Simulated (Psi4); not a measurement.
# SiH2F2 (SMILES F[SiH2]F): HF/6-31+G(d,p) (spherical functions, sweep point 5)

Aim: the vertical electron affinity of SiH2F2 at HF/6-31+G** (spherical functions, sweep point 5), from 2 runs. 

Program for the calculation: Psi4 1.11.

## 1. Starting point

The species is SiH2F2 (5 atoms), meant as a singlet with charge 0. As SMILES, `F[SiH2]F`. Geometry: relaxed at PBE0-D4/def2-TZVP.

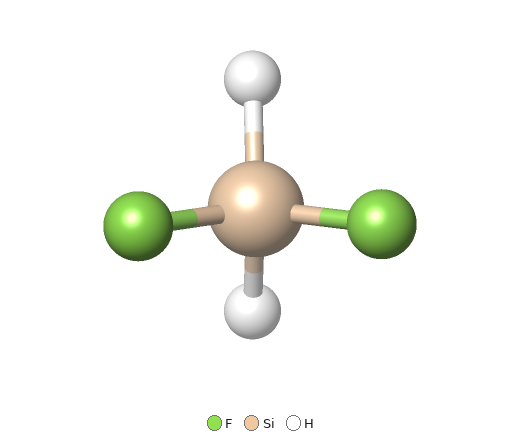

The structure, seen from a chosen angle (fluorine green, silicon light orange, hydrogen white).

## 2. The energy at HF/6-31+G(d,p) (spherical functions, sweep point 5)

job.dat reads:

```
memory 1600 mb

molecule system {
  0 1
  F     -1.079010     0.538200     0.980720
  Si    -0.005220    -0.000540    -0.054090
  F      1.247630    -0.520590     0.766910
  H     -0.590470    -1.138740    -0.786300
  H      0.427070     1.121680    -0.907250
  units angstrom
  symmetry c1
}

set basis 6-31+G**
set reference rhf
set puream true
set scf_type pk

E, wfn = energy("scf", return_wfn=True)
print_variables()
```

On the command line:

```
$ psi4 job.dat job.out -n 1
```

job.out:

```text
[...]
  Running in c1 symmetry.
[...]
  Nuclear repulsion =  118.741930693433218
[...]
  Multiplicity = 1
[...]
  Nalpha       = 17
  Nbeta        = 17
[...]
    Number of basis functions: 68
[...]
   @RHF iter   1:  -489.02730055814806   -7.95468e-01   6.16462e-03 ADIIS/DIIS
[...]
   @RHF iter   7:  -489.09205246731756   -1.85491e-08   3.31838e-07 DIIS
[...]
    Orbital Energies [Eh]
    ---------------------
    Doubly Occupied:
       1A    -68.866336     2A    -26.313870     3A    -26.313868
       4A     -6.215185     5A     -4.323406     6A     -4.322024
       7A     -4.320453     8A     -1.620500     9A     -1.601938
      10A     -0.811450    11A     -0.727551    12A     -0.708280
      13A     -0.704491    14A     -0.671488    15A     -0.654318
      16A     -0.599238    17A     -0.502833
[...]
  @RHF Final Energy:  -489.09205246731756
   => Energetics <=
    Nuclear Repulsion Energy =            118.7419306934332184
    One-Electron Energy =                -917.1134846150071098
    Two-Electron Energy =                 309.2795014542563194
    Total Energy =                       -489.0920524673175578
[...]
 Multipole Moments:
 ------------------------------------------------------------------------------------
     Multipole            Electronic (a.u.)      Nuclear  (a.u.)        Total (a.u.)
 ------------------------------------------------------------------------------------
 L = 1.  Multiply by 2.5417464519 to convert [e a0] to [Debye]
 Dipole X            :          0.2425388           -0.3127915           -0.0702527
 Dipole Y            :          0.0253429           -0.0326621           -0.0073191
 Dipole Z            :          2.5138880           -3.2418887           -0.7280006
 Magnitude           :                                                    0.7314191
[...]
```

It took 1.1 s on 1 thread of AMD EPYC 9R45 (Zen 5), shared host; peak memory 0.23 GiB.

## 3. The doublet anion at the same level

calc.dat reads:

```
memory 1600 MB

molecule {
  -1 2
  F     -1.079010     0.538200     0.980720
  Si    -0.005220    -0.000540    -0.054090
  F      1.247630    -0.520590     0.766910
  H     -0.590470    -1.138740    -0.786300
  H      0.427070     1.121680    -0.907250
  symmetry c1
}

set globals {
  basis     6-31+G**
  reference uhf
  puream    true
  scf_type  pk
  maxiter   100
}

e_tot, wfn = energy('hf', return_wfn=True)
```

On the command line:

```
$ psi4 -n 1 calc.dat calc.out
```

calc.out:

```text
[...]
  Running in c1 symmetry.
[...]
  Nuclear repulsion =  118.741930693433218
[...]
  Multiplicity = 2
[...]
  Nalpha       = 18
  Nbeta        = 17
[...]
    Number of basis functions: 68
[...]
   @UHF iter   1:  -488.91876236056191   -6.86929e-01   6.61143e-03 DIIS/ADIIS
[...]
   @UHF iter  10:  -489.02648463302501   -2.42446e-08   5.02483e-07 DIIS
[...]
   @S^2 Observed:                7.507401354E-01
[...]
    Orbital Energies [Eh]
    ---------------------
    Alpha Occupied:
       1A    -68.698801     2A    -26.150894     3A    -26.150890
       4A     -6.047176     5A     -4.155792     6A     -4.154139
       7A     -4.152538     8A     -1.459791     9A     -1.441282
      10A     -0.648930    11A     -0.566775    12A     -0.547989
      13A     -0.542402    14A     -0.509757    15A     -0.494568
      16A     -0.435103    17A     -0.335242    18A      0.064239
    Alpha Virtual:
      19A      0.183024    20A      0.191417    21A      0.202825
      22A      0.308222    23A      0.322174    24A      0.406718
      25A      0.431498    26A      0.470967    27A      0.474973
[...]
  @UHF Final Energy:  -489.02648463302501
   => Energetics <=
    Nuclear Repulsion Energy =            118.7419306934332184
    One-Electron Energy =                -922.6396992064229607
    Two-Electron Energy =                 314.8712838799647216
    Total Energy =                       -489.0264846330250066
  UHF NO Occupations:
  HONO-2 :   16  A 1.9999584
  HONO-1 :   17  A 1.9997159
  HONO-0 :   18  A 1.0000000
  LUNO+0 :   19  A 0.0002841
  LUNO+1 :   20  A 0.0000416
[...]
 Multipole Moments:
 ------------------------------------------------------------------------------------
     Multipole            Electronic (a.u.)      Nuclear  (a.u.)        Total (a.u.)
 ------------------------------------------------------------------------------------
 L = 1.  Multiply by 2.5417464519 to convert [e a0] to [Debye]
 Dipole X            :          0.4077729           -0.3127915            0.0949814
 Dipole Y            :          0.0424912           -0.0326621            0.0098291
 Dipole Z            :          4.2245637           -3.2418887            0.9826750
 Magnitude           :                                                    0.9873035
[...]
```

Wall time 1.2 s (1 thread of AMD EPYC 9R45 (Zen 5), shared host); peak memory 0.23 GiB.

## 4. What came out

At HF/6-31+G** (spherical functions, sweep point 5):

| quantity | value |
| --- | --- |
| singlet SiH2F2: total energy | -489.09205 Eh |
| singlet SiH2F2: dipole moment | 1.86 D |
| singlet SiH2F2: HOMO energy | -13.68 eV |
| singlet SiH2F2: LUMO energy | 1.82 eV |
| singlet SiH2F2: HOMO–LUMO gap | 15.50 eV |
| doublet anion: total energy | -489.02648 Eh |
| doublet anion: HOMO energy (highest over α and β) | 1.75 eV |
| doublet anion: LUMO energy (lowest over α and β) | 4.98 eV |
| doublet anion: ⟨S²⟩ | 0.751 |
| vertical electron affinity (to the doublet anion) | -1.784 eV |

What this shows: The anion lies 1.78 eV (41 kcal/mol) above the neutral: the electron isn't bound at this level, and such a value depends on the basis. Hartree–Fock misses the correlation that binds many anions. The HOMO (doublet anion) lies at positive energy, 1.75 eV: the electron is unbound at this level or held by a compact basis; values depend on the basis.
